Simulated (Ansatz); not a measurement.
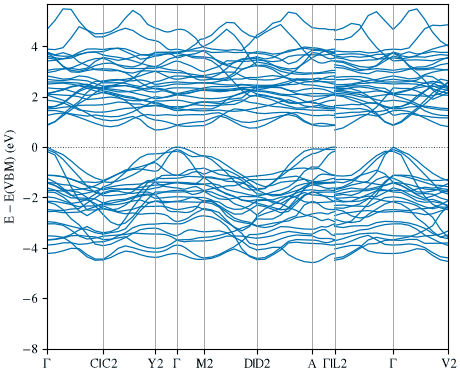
Band structure from plane-wave PAW r²SCAN (Ansatz code)

Task: Read off the gap and where the band edges lie.

Result: About 0.7 eV (0.68 eV by a search for the band edges); maximum at Γ, minimum at Y2.

The material is RbSc$_{5}$Te$_{8}$ in space group C2/m (No. 12; Pearson symbol mS28).

The workflow started from a Materials Project entry (that database holds measured and hypothetical structures alike); the Crystallography Open Database copy checked does not list it. Its standing as an ambient phase is unchecked. The r²SCAN relaxation kept the symmetry of its start; whether a distortion lowers the energy is not shown. The run is not spin-polarised. Scalar-relativistic: spin–orbit coupling is off unless named, which matters more the heavier the elements.

Potentials: the later of the program's two PAW sets.
